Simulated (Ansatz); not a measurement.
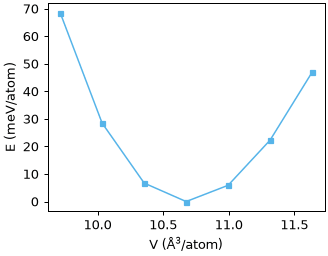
*SiNi2 in space group Pnma (No. 62; Si on 4c, Ni on 4c, Ni on 4c) under volume change, the program Ansatz at the r²SCAN level (PAW), shape and atoms relaxed at each volume.*

What does a third-order Birch–Murnaghan fit give for V₀, B₀ and B′?

V₀ = 10.67 Å³/atom, B₀ = 207 GPa, B′ = 5.5.

Symmetry was held in the r²SCAN relaxation; of distortions, only those at the zone centre were tested. The run is not spin-polarised.

Potentials: the earlier of the program's two PAW sets.
